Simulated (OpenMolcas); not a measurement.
# CH5BN2 (SMILES NC1BN1), step by step

Wanted: the energy (HF/ANO-RCC-MB), then the energy (CASSCF(2,2)/ANO-RCC-VDZP), then an energy scan (CASPT2(2,2)/ANO-RCC-VDZP), then an energy scan (SC-NEVPT2(2,2)/ANO-RCC-VDZP), then the energy along one coordinate (MC-PDFT[tPBE](2,2)/ANO-RCC-VDZP) of CH5BN2. 

Program for the calculation: OpenMolcas 26.06.

## 1. The molecule

The species is CH5BN2 (9 atoms), meant as a singlet with charge 0. As SMILES, `NC1BN1`. Geometry: relaxed at PBE0-D4/def2-TZVP. This is one conformer, not always the lowest.

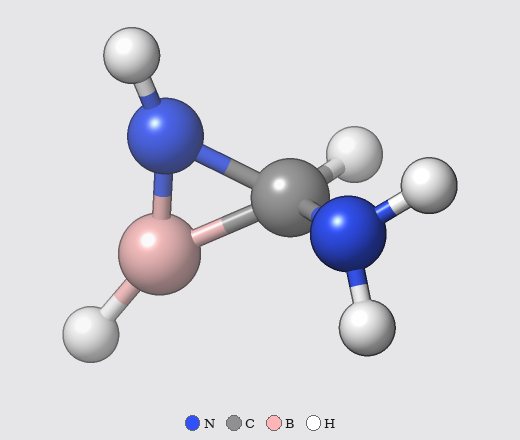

Viewed from a chosen angle; nitrogen blue, carbon grey, boron pink, hydrogen white.

## 2. A single-point energy at HF/ANO-RCC-MB (DKH2) (run 1)

The input, struct.xyz:

```xyz
9

N      0.142900     1.194400    -0.640600
C     -0.364200    -0.077200    -0.222300
B      0.591200    -1.194100     0.303200
N     -0.130500    -0.469900     1.171500
H      0.784000     1.117400    -1.417000
H     -0.589900     1.842600    -0.892400
H     -1.366400    -0.317200    -0.582700
H      1.414200    -2.039000     0.194700
H     -0.392800    -0.103200     2.068300
```

The input, step1.inp:

```
&GATEWAY
 Coord
 struct.xyz
 Basis
 ANO-RCC-MB
 Group
 NoSym

&SEWARD

&SCF
 PrOrbitals
 0

&LOCALISATION
 Occupied
 Freeze
 Pipek-Mezey

&LOCALISATION
 FileOrb
 $Project.LocOrb
 Virtual
 Pipek-Mezey
```

On the command line:

```console
$ export MOLCAS_MEM=1860
$ pymolcas step1.inp > step1.log
```

Log:

```text
--- Start Module: gateway ---
[...]
--- Stop Module: gateway /rc=_RC_ALL_IS_WELL_ ---
[...]
      Basis functions           25
[...]
       Convergence after  11 Iterations
[...]
::    Total SCF energy                               -174.1641805307
[...]
      Total spin, S                                     0.0000000000
[...]
      Total electronic charge=   30.000000
      Total            charge=   -0.000000
[...]
      Dipole Moment (debye):
      Origin of the operator (angstrom)=    0.0385   -0.0611    0.1333
                   X= -1.1296E+00               Y=  4.8375E-01               Z= -8.7708E-02           Total=  1.2320E+00
      Quadrupole Moment (debye*angstrom):
[...]
--- Start Module: localisation ---
[...]
--- Stop Module: localisation /rc=_RC_ALL_IS_WELL_ ---
--- Start Module: localisation ---
[...]
--- Stop Module: localisation /rc=_RC_ALL_IS_WELL_ ---
[...]
```

Wall time 1.9 s (1 thread of Intel Xeon 6975P-C (Granite Rapids), shared host); peak memory 0.41 GiB.

## 3. The energy at CASSCF(2,2)/ANO-RCC-VDZP (DKH2, RICD fitting) (run 2)

struct.xyz is that of step 2.

The input, step2.input:

```
&GATEWAY
Coord=struct.xyz
Basis=ANO-RCC-MB
Group=NoSym
&SEWARD
&RASSCF
FileOrb=$CurrDir/step1.LocOrb
Alter=2
1 10 15
1 16 20
Spin=1
Nactel=2 0 0
Inactive=14
Ras2=2
OrbListing=Nothing
>>> COPY $Project.RunFile RUNFIL1
>>> COPY $Project.RasOrb INPORB
&GATEWAY
Coord=struct.xyz
Basis=ANO-RCC-VDZP
Group=NoSym
RICD
&SEWARD
>>> COPY $Project.RunFile RUNFIL2
&EXPBAS
&RASSCF
FileOrb=$Project.ExpOrb
Spin=1
Nactel=2 0 0
Inactive=14
Ras2=2
OrbListing=Nothing
OrbAppear=Compact
```

On the command line:

```console
$ export MOLCAS_MEM=1860
$ pymolcas step2.input > step2.log
```

Log:

```text
--- Start Module: gateway ---
[...]
--- Stop Module: gateway /rc=_RC_ALL_IS_WELL_ ---
[...]
      Basis functions           25
[...]
      Number of active orbitals                  2
[...]
      Spin quantum number                      0.0
[...]
      Active orbitals                            2
[...]
      Number of CSFs                             3
[...]
      Number of root(s) required                 1
[...]
      Convergence after  9 iterations
[...]
      printout of CI-coefficients larger than  0.05 for root  1
      energy=    -174.175952
      conf/sym  11     Coeff  Weight
             1  20   0.99614 0.99230
             3  02  -0.08773 0.00770
      Natural orbitals and occupation numbers for root  1
      sym 1:   1.984606   0.015394
      ************************************************************************************************************************
      *                                                    Final results                                                     *
[...]
::    RASSCF root number  1 Total energy:   -174.17595198
[...]
      Basis functions           81
[...]
--- Start Module: expbas ---
[...]
--- Stop Module: expbas /rc=_RC_ALL_IS_WELL_ ---
--- Start Module: rasscf ---
[...]
      Convergence after 12 iterations
[...]
      Natural orbitals and occupation numbers for root  1
      sym 1:   1.984130   0.015870
      ************************************************************************************************************************
      *                                                    Final results                                                     *
[...]
::    RASSCF root number  1 Total energy:   -174.47174783
[...]
      Total electronic charge=   30.000000
      Total            charge=   -0.000000
[...]
      Dipole Moment (debye):
      Origin of the operator (angstrom)=    0.0385   -0.0611    0.1333
                   X= -7.9150E-01               Y=  1.7848E-01               Z= -3.4876E-01           Total=  8.8315E-01
      Quadrupole Moment (debye*angstrom):
[...]
--- Stop Module: rasscf /rc=_RC_ALL_IS_WELL_ ---
[...]
```

Run time: 5.4 s. Hardware: 1 thread of Intel Xeon 6975P-C (Granite Rapids), shared host; peak memory 0.41 GiB.

## 4. The energy along one coordinate at CASPT2(2,2)/ANO-RCC-VDZP (DKH2, RICD fitting, ipea shift 0.25 Eh, pt2 variant SS) (run 3)

The input, step3.inp:

```
* CH5BN2 CASPT2
>>> EXPORT MOLCAS_PRINT=2
>>> COPY $CurrDir/step2.RasOrb $Project.RasOrb
>>> ForEach K in (1, 2, 3, 4, 5, 6, 7, 8, 9)

&GATEWAY
  Coord = $CurrDir/point$K.xyz
  Basis = ANO-RCC-VDZP
  Group = NoSym
  RICD

&SEWARD

&RASSCF
  FileOrb = $Project.RasOrb
  Spin = 1
  Nactel = 2 0 0
  Inactive = 14
  Ras2 = 2
  OrbListing = Nothing
  OrbAppear = Compact

&CASPT2
  Imaginary = 0.2
  Frozen = 4
>>> EndDo
```

On the command line:

```console
$ export MOLCAS_MEM=1860
$ pymolcas step3.inp > step3.log
```

Log, shortened:

```text
[...]
      Basis functions           81
[...]
      Number of active orbitals                  2
[...]
      Spin quantum number                      0.0
[...]
      Active orbitals                            2
[...]
      Number of CSFs                             3
[...]
      Number of root(s) required                 1
[...]
      Convergence after 10 iterations
[...]
      Natural orbitals and occupation numbers for root  1
      sym 1:   1.988934   0.011066
      ************************************************************************************************************************
      *                                                    Final results                                                     *
[...]
::    RASSCF root number  1 Total energy:   -174.46147210
[...]
      E2 (Variational):          -0.5682129760
[...]
::    CASPT2 Root  1     Total energy:   -175.02968507
[...]
      Convergence after 10 iterations
[...]
      Natural orbitals and occupation numbers for root  1
      sym 1:   1.984152   0.015848
      ************************************************************************************************************************
      *                                                    Final results                                                     *
[...]
      Convergence after 10 iterations
[...]
      Natural orbitals and occupation numbers for root  1
      sym 1:   1.866892   0.133108
      ************************************************************************************************************************
      *                                                    Final results                                                     *
[...]
      Convergence after 10 iterations
[...]
      Natural orbitals and occupation numbers for root  1
      sym 1:   1.737522   0.262478
      ************************************************************************************************************************
      *                                                    Final results                                                     *
[...]
      Convergence after 10 iterations
[...]
::    RASSCF root number  1 Total energy:   -174.32393588
[...]
::    CASPT2 Root  1     Total energy:   -174.88260217
[...]
      Convergence after  9 iterations
[...]
::    RASSCF root number  1 Total energy:   -174.31354954
[...]
      E2 (Variational):          -0.5570282751
[...]
::    CASPT2 Root  1     Total energy:   -174.87057781
[...]
```

Run time: 32 s. Hardware: 1 thread of Intel Xeon 6975P-C (Granite Rapids), shared host; peak memory 0.083 GiB.

The scan, from its lowest point:

```
H8–B3 (Å)  energy (kJ/mol)
    1.066             24.4
    1.184              0.0
    1.303             12.0
    1.481             63.3
    1.717            151.1
    2.014            254.1
    2.369            344.4
    2.843            410.6
    3.553            442.1
```

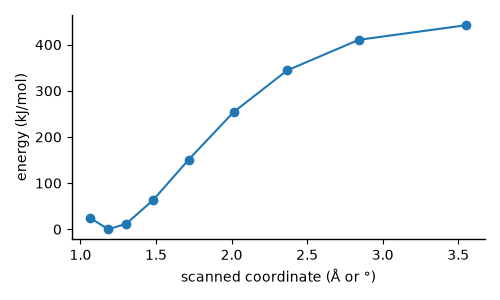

Energy along the scan.

## 5. An energy scan at SC-NEVPT2(2,2)/ANO-RCC-VDZP (DKH2, RICD fitting, pt2 variant SC-NEVPT2) (run 4)

The input, step4.input:

```
>>> COPY $CurrDir/step2.RasOrb $Project.RasOrb
>>> ForEach K in (1, 2, 3, 4, 5, 6, 7, 8, 9)

&GATEWAY
  Coord=$CurrDir/point$K.xyz
  Basis=ANO-RCC-VDZP
  Group=NoSym
  RICD

&SEWARD

&RASSCF
  FileOrb=$Project.RasOrb
  Spin=1
  Nactel=2 0 0
  Inactive=14
  Ras2=2
  OrbListing=Nothing
  OrbAppear=Compact

&CASPT2
  SC-NEVPT2
  Frozen=4
>>> EndDo
```

On the command line:

```console
$ export MOLCAS_MEM=1860
$ pymolcas step4.input > step4.log
```

Log, shortened:

```text
[...]
      Basis functions           81
[...]
      Number of active orbitals                  2
[...]
      Spin quantum number                      0.0
[...]
      Active orbitals                            2
[...]
      Number of CSFs                             3
[...]
      Number of root(s) required                 1
[...]
      Convergence after 10 iterations
[...]
      Natural orbitals and occupation numbers for root  1
      sym 1:   1.988934   0.011066
      ************************************************************************************************************************
      *                                                    Final results                                                     *
[...]
::    RASSCF root number  1 Total energy:   -174.46147210
[...]
      E2 (Variational):          -0.5628820793
[...]
::    SC-NEVPT2 Root  1     Total energy:   -175.02434077
[...]
      Convergence after 10 iterations
[...]
      Natural orbitals and occupation numbers for root  1
      sym 1:   1.984152   0.015848
      ************************************************************************************************************************
      *                                                    Final results                                                     *
[...]
      Convergence after 10 iterations
[...]
      Natural orbitals and occupation numbers for root  1
      sym 1:   1.866892   0.133108
      ************************************************************************************************************************
      *                                                    Final results                                                     *
[...]
      Convergence after 10 iterations
[...]
      Natural orbitals and occupation numbers for root  1
      sym 1:   1.737522   0.262478
      ************************************************************************************************************************
      *                                                    Final results                                                     *
[...]
      Convergence after 10 iterations
[...]
::    RASSCF root number  1 Total energy:   -174.32393588
[...]
::    SC-NEVPT2 Root  1     Total energy:   -174.87972174
[...]
      Convergence after  9 iterations
[...]
::    RASSCF root number  1 Total energy:   -174.31354954
[...]
      E2 (Variational):          -0.5546586794
[...]
::    SC-NEVPT2 Root  1     Total energy:   -174.86820821
[...]
```

Wall time 30 s (1 thread of Intel Xeon 6975P-C (Granite Rapids), shared host); peak memory 0.083 GiB.

The scan, from its lowest point:

```
H8–B3 (Å)  energy (kJ/mol)
    1.066             25.7
    1.184              0.0
    1.303             11.0
    1.481             61.2
    1.717            147.9
    2.014            250.2
    2.369            340.1
    2.843            405.4
    3.553            435.6
```

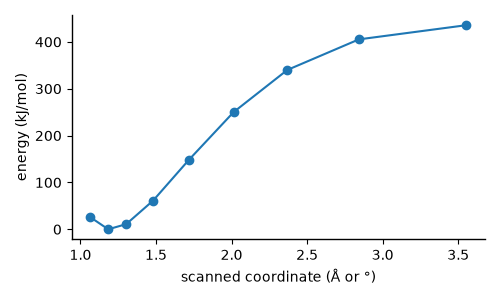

Energy along the scan.

## 6. An energy scan at MC-PDFT[tPBE](2,2)/ANO-RCC-VDZP (DKH2, RICD fitting) (run 5)

The input, step5.inp:

```
* CH5BN2 MC-PDFT
>>> COPY $CurrDir/step2.RasOrb $Project.RasOrb
>>> ForEach K in (1, 2, 3, 4, 5, 6, 7, 8, 9)

&GATEWAY
 Coord=$CurrDir/point$K.xyz
 Basis=ANO-RCC-VDZP
 Group=NoSym
 RICD

&SEWARD

&RASSCF
 FileOrb=$Project.RasOrb
 Spin=1
 Nactel=2 0 0
 Inactive=14
 Ras2=2
 OrbListing=Nothing
 OrbAppear=Compact

&MCPDFT
 KSDFT=T:PBE
>>> EndDo
```

On the command line:

```console
$ export MOLCAS_MEM=1860
$ pymolcas step5.inp > step5.log
```

Log, shortened:

```text
--- Start Module: gateway ---
[...]
      Basis functions           81
[...]
      Number of active orbitals                  2
[...]
      Spin quantum number                      0.0
[...]
      Active orbitals                            2
[...]
      Number of CSFs                             3
[...]
      Number of root(s) required                 1
[...]
      Convergence after 10 iterations
[...]
      Natural orbitals and occupation numbers for root  1
      sym 1:   1.988934   0.011066
      ************************************************************************************************************************
      *                                                    Final results                                                     *
[...]
::    RASSCF root number  1 Total energy:   -174.46147210
[...]
::    MCPDFT root number  1 Total energy:   -175.31260106
[...]
      Convergence after 10 iterations
[...]
      Natural orbitals and occupation numbers for root  1
      sym 1:   1.984152   0.015848
      ************************************************************************************************************************
      *                                                    Final results                                                     *
[...]
      Convergence after 10 iterations
[...]
      Natural orbitals and occupation numbers for root  1
      sym 1:   1.866892   0.133108
      ************************************************************************************************************************
      *                                                    Final results                                                     *
[...]
      Convergence after 10 iterations
[...]
      Natural orbitals and occupation numbers for root  1
      sym 1:   1.737522   0.262478
      ************************************************************************************************************************
      *                                                    Final results                                                     *
[...]
      Convergence after 10 iterations
[...]
::    RASSCF root number  1 Total energy:   -174.32393588
[...]
::    MCPDFT root number  1 Total energy:   -175.15937444
[...]
      Convergence after  9 iterations
[...]
::    RASSCF root number  1 Total energy:   -174.31354954
[...]
      Total electronic charge=   30.000000
      Total            charge=   -0.000000
[...]
::    MCPDFT root number  1 Total energy:   -175.14633685
[...]
```

Run time: 35 s. Hardware: 1 thread of Intel Xeon 6975P-C (Granite Rapids), shared host; peak memory 0.083 GiB.

The scan, from its lowest point:

```
H8–B3 (Å)  energy (kJ/mol)
    1.066             24.5
    1.184              0.0
    1.303             11.3
    1.481             61.4
    1.717            148.6
    2.014            254.1
    2.369            351.5
    2.843            426.8
    3.553            461.1
```

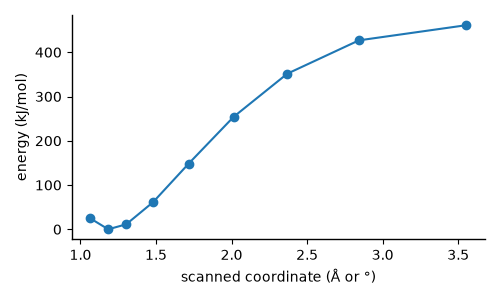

Energy along the scan.

## 7. Results

| quantity | value |
| --- | --- |
| run 1, HF/ANO-RCC-MB: total energy | -174.16418 Eh |
| run 1, HF/ANO-RCC-MB: dipole moment | 1.23 D |
| run 1, HF/ANO-RCC-MB: HOMO energy | -11.13 eV |
| run 1, HF/ANO-RCC-MB: LUMO energy | 4.54 eV |
| run 1, HF/ANO-RCC-MB: HOMO–LUMO gap | 15.67 eV |
| run 2, CASSCF(2,2)/ANO-RCC-VDZP: total energy | -174.47175 Eh |
| run 2, CASSCF(2,2)/ANO-RCC-VDZP: dipole moment (CASSCF density) | 0.88 D |
| run 3, CASPT2(2,2)/ANO-RCC-VDZP: lowest energy of the scan | -175.03898 Eh |
| run 4, SC-NEVPT2(2,2)/ANO-RCC-VDZP: lowest energy of the scan | -175.03411 Eh |
| run 5, MC-PDFT[tPBE](2,2)/ANO-RCC-VDZP: lowest energy of the scan | -175.32195 Eh |
